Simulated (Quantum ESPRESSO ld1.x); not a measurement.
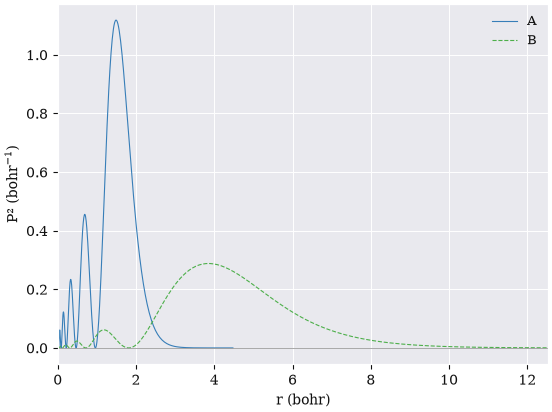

Two nuclei with the same 59 electrons, [Xe] 4f3 6s2 (open shells shared over both j by 2j + 1), were computed: Pr; Re¹⁶⁺. Theory: Dirac Kohn-Sham, PBEsol, spin-unpolarised, spherical densities, point nucleus (computed with Quantum ESPRESSO ld1.x 7.5).

The plot shows P² of the 6s orbital in both runs (large components where relativistic).

Which curve belongs to which run?

Answer. A is Re¹⁶⁺ (⟨r⟩ = 1.47 bohr, eigenvalue −235.7 eV); B is Pr (⟨r⟩ = 4.48 bohr, eigenvalue −3.48 eV). The larger nuclear charge pulls the orbital in.
